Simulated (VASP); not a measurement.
Energy against volume of TiN (rock salt). Calculation: TPSS meta-GGA, VASP's PBE PAW potentials (set 64) (plane waves; VASP).

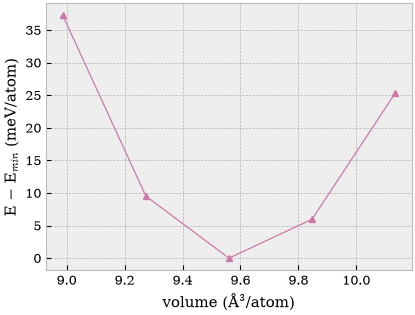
Fig. 1. Energy against volume

**Question.** Estimate the equilibrium volume and the bulk modulus.

**Answer.** The minimum lies near 9.6 Å³/atom, and the curvature gives B0 of about 290 GPa.

Measured: bulk modulus 288 GPa (computed value off by -0.8 %), as given by V. Krasnenko et al., Solid State Sciences (2013), arXiv:1306.3139; a 4.239 Å (computed value off by +0.2 %), as given by Guo-Xu Zhang et al., New Journal of Physics (2018), doi:10.1088/1367-2630/aac7f0. The calculation is for a static lattice, while the measured bulk modulus, a hold thermal and zero-point effects, which are part of the difference.

The compound is TiN in the rock salt structure. It was relaxed first.
